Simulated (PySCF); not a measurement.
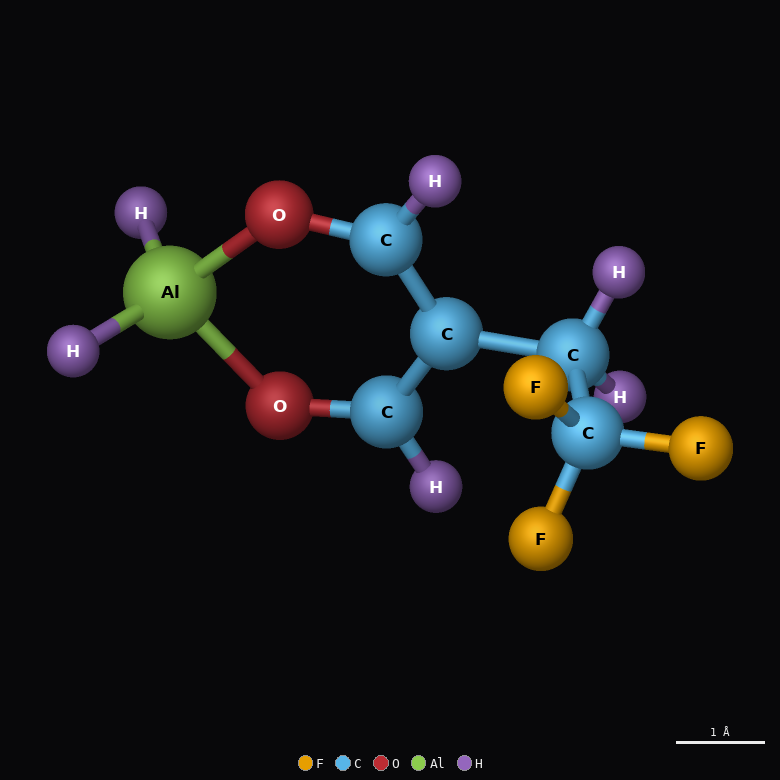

The picture shows a molecular structure as a ball-and-stick model.

What does the picture show?

The molecule is C₅H₆AlF₃O₂. As SMILES it reads `FC(F)(F)CC1=C[O][AlH2-][O+]=C1`. Among its groups: alkene, C–F bond. Coordination, clear cases only: 2 C tetrahedral; 3 C trigonal planar; 2 O bent.

More results for the same structure follow; atom numbers are the same in all pictures, views and colours differ. The computed structure is the end point of a PBE0-D3(BJ)/def2-SVP optimisation. No frequency run is at hand to confirm it as a minimum.

### Geometry

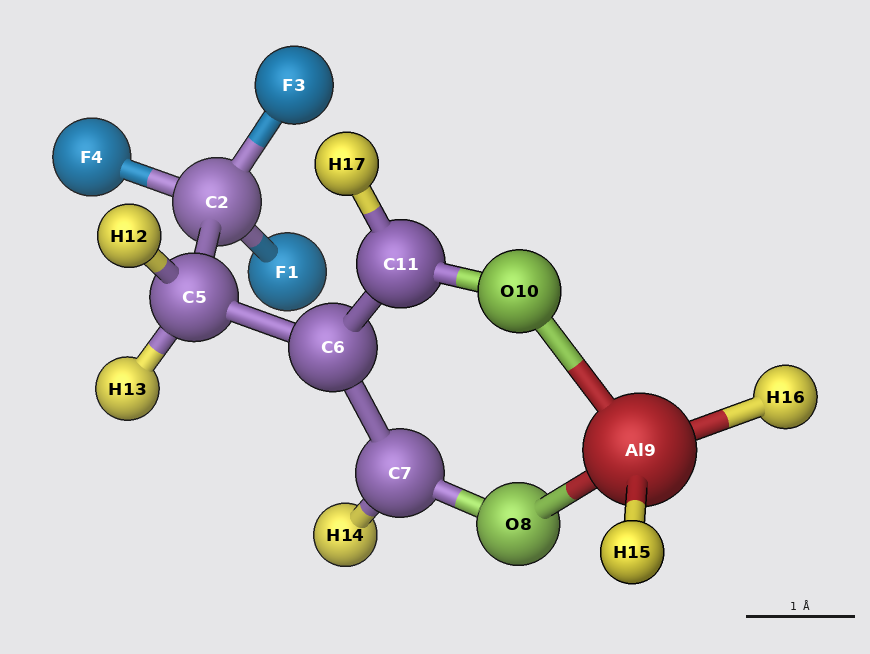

Numbered structure. No frequency run is at hand to confirm it as a minimum.

Which atoms are bonded, and how long are the bonds? Leave out bonds to hydrogen.

```
   bond  length (Å)
  F1–C2       1.337
  C2–F3       1.336
  C2–F4       1.334
  C2–C5       1.513
  C5–C6       1.501
  C6–C7       1.403
 C6–C11       1.403
  C7–O8       1.263
 O8–Al9       1.870
Al9–O10       1.872
O10–C11       1.262
```

### Dipole moment

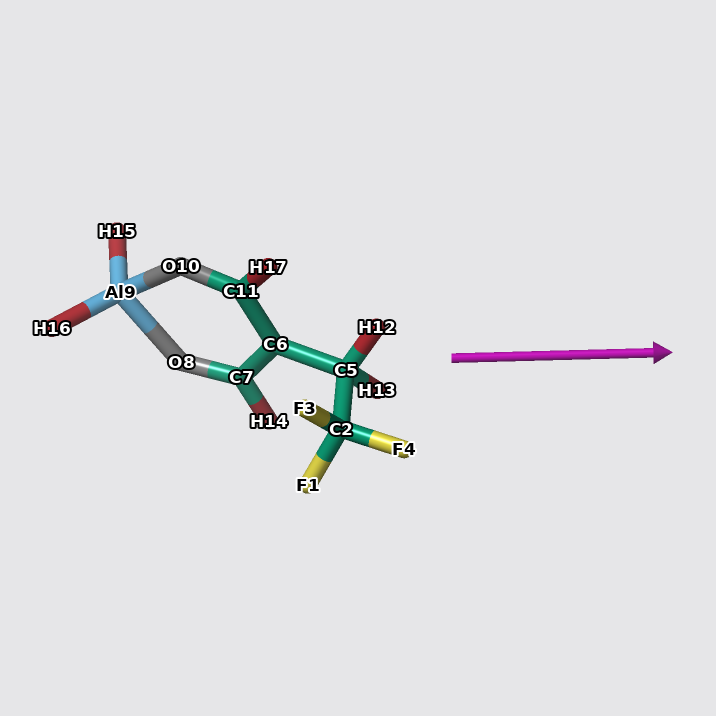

The arrow beside the molecule shows the direction of the dipole moment, from the negative to the positive end (its length means nothing). No frequency run is at hand to confirm it as a minimum. Level of theory: PBE0/pcSseg-1 in dichloromethane (IEF-PCM) (PySCF 2.14.0).

Question: Estimate the dipole moment.

Answer: 4.73 D; it points from the side of H16 to the side of F4 (the outermost atoms at the two ends).

### Ring current

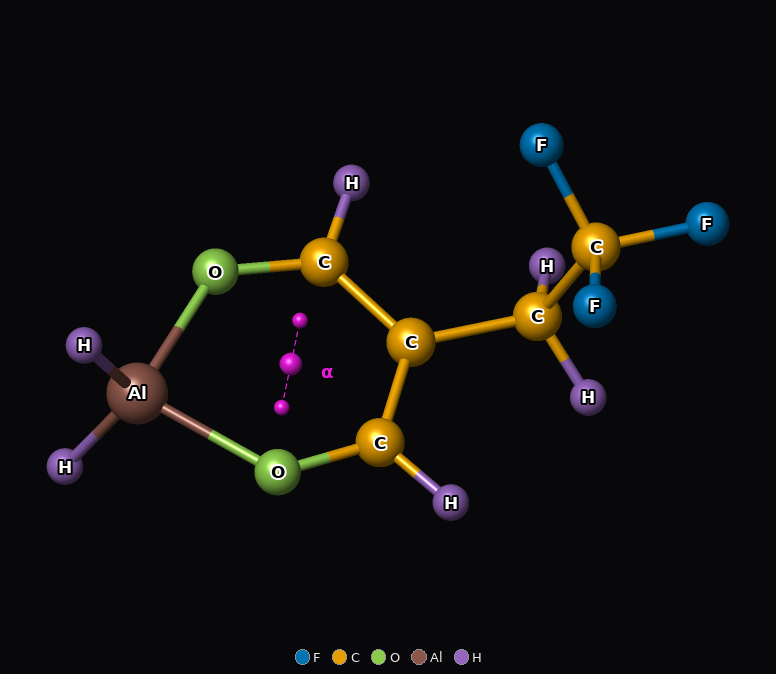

The small points mark where nucleus-independent chemical shifts (NICS) were computed: at the centre of each lettered ring and 1 Å above and below it. No frequency run is at hand to confirm it as a minimum. Properties computed with GIAO KT2/pcSseg-2 NMR shielding, non-relativistic, gas phase (PySCF 2.14.0).

Give NICS(0), NICS(1) and the out-of-plane component NICS(1)zz for each ring (means of the two sides).

| ring | members | NICS(0) | NICS(1) | NICS(1)zz |
| --- | --- | --- | --- | --- |
| α | C3AlO2 | 4.3 | 1.2 | 5.9 |

Values in ppm.

Question: What do the values say about the ring currents?

Answer: Ring α: weak, as in a non-aromatic ring. NICS is one index among several.

### NMR shielding

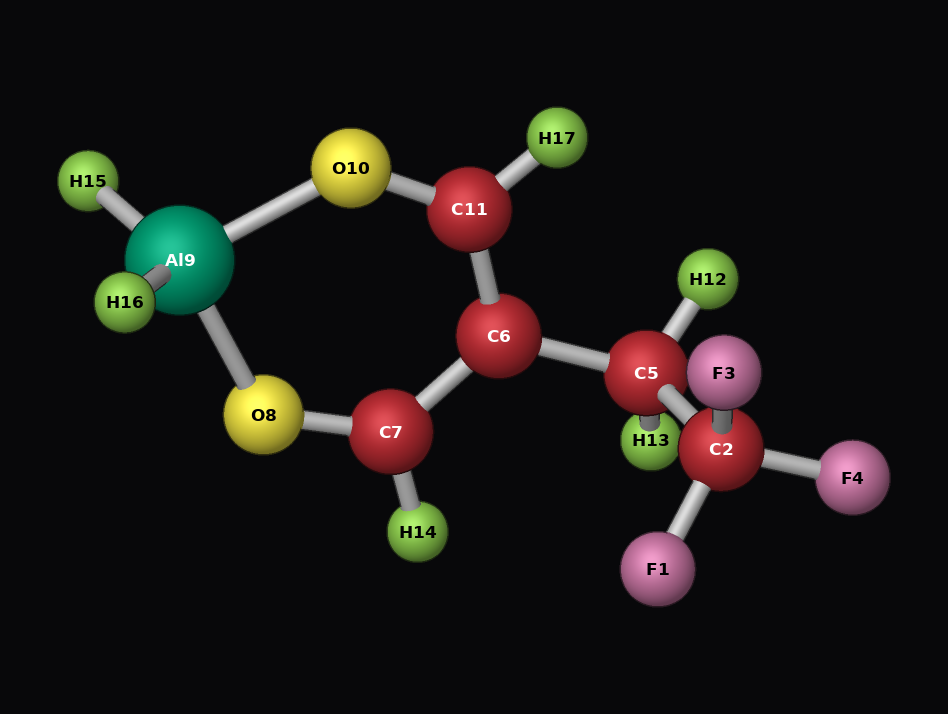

No frequency run is at hand to confirm it as a minimum. Method: GIAO KT2/pcSseg-2 NMR shielding, non-relativistic, gas phase (PySCF 2.14.0). Principal shieldings σ11 ≤ σ22 ≤ σ33, span Ω = σ33 − σ11, skew κ = 3(σiso − σ22)/Ω.

Give the shielding tensors of the C atoms.

| atom | σ11 | σ22 | σ33 | σiso | Ω | κ |
| --- | --- | --- | --- | --- | --- | --- |
| C2 | 46.9 | 47.8 | 48.3 | 47.6 | 1.4 | – |
| C5 | 131.9 | 142.2 | 166.7 | 146.9 | 34.8 | 0.41 |
| C6 | −28.0 | 104.3 | 145.0 | 73.8 | 173.1 | −0.53 |
| C7 | −85.4 | −2.8 | 90.8 | 0.9 | 176.2 | 0.06 |
| C11 | −85.6 | −2.8 | 90.4 | 0.6 | 176.0 | 0.06 |

Shieldings and span in ppm.
